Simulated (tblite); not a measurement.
# Nudged elastic band of C5H11BSi

The run: nudged elastic band of C5H11BSi. Method and program: GFN2-xTB climbing-image nudged elastic band, gas phase (tblite 0.8.0).

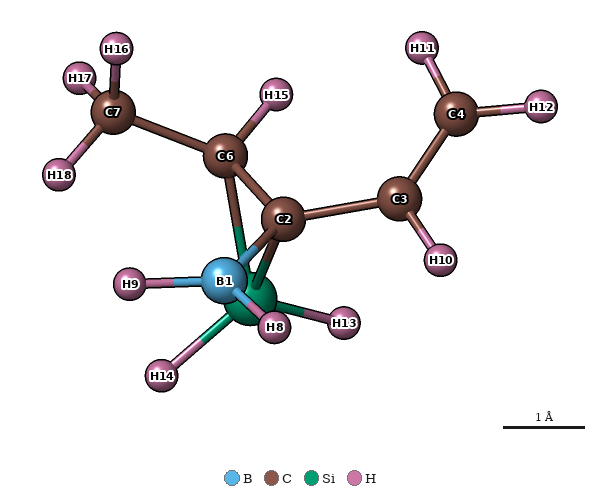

*The structure (ball-and-stick view, seen at a tilt; atoms are numbered from 1 in the order of the input).*

Bond lengths as drawn: B–C 1.52 Å, B–H 1.17 Å, C–C 1.33 to 1.54 Å, C–H 1.08 to 1.09 Å, C–Si 1.88 to 1.97 Å and H–Si 1.45 Å.

Input file:
```
{"job": {"xc": "GFN2-xTB", "basis": "xTB", "kind": "neb"}, "charge": 0, "multiplicity": 1}
B      0.552539    -1.491581    -1.080583
C      0.442836    -0.223635    -0.245521
C      1.688145     0.368611     0.264273
C      1.872488     1.022454     1.404347
Si    -0.613037     1.011026    -1.352981
C     -0.877860     0.279614     0.354328
C     -1.981718    -0.711227     0.649855
H      1.598646    -1.809445    -1.506819
H     -0.377965    -2.159275    -1.328116
H      2.549754     0.193901    -0.369652
H      1.083918     1.212200     2.112946
H      2.847094     1.379294     1.691509
H     -0.044821     2.343398    -1.472542
H     -1.379085     0.517435    -2.483153
H     -0.729044     0.949566     1.195681
H     -1.679321    -1.374637     1.460090
H     -2.887584    -0.188788     0.954386
H     -2.214646    -1.322143    -0.216685
```

The first line tells a small driver script what to run in tblite; the rest is the geometry in Å.

Machine: 1 CPU thread, shared host.

Launch command:
```bash
OMP_NUM_THREADS=1 python <driver script> task.json out
```

What the program printed:
```
image   E - E0 / eV
  0       0.0000
  1       0.0625
  2       0.2921
  3       0.4592
  4       0.5066
  5       0.4781
  6       0.4298
```

Results in brief:

- outcome: converged
- forward barrier: 0.507 eV
- wall time: 2.3 s
- peak memory: 0.19 GiB
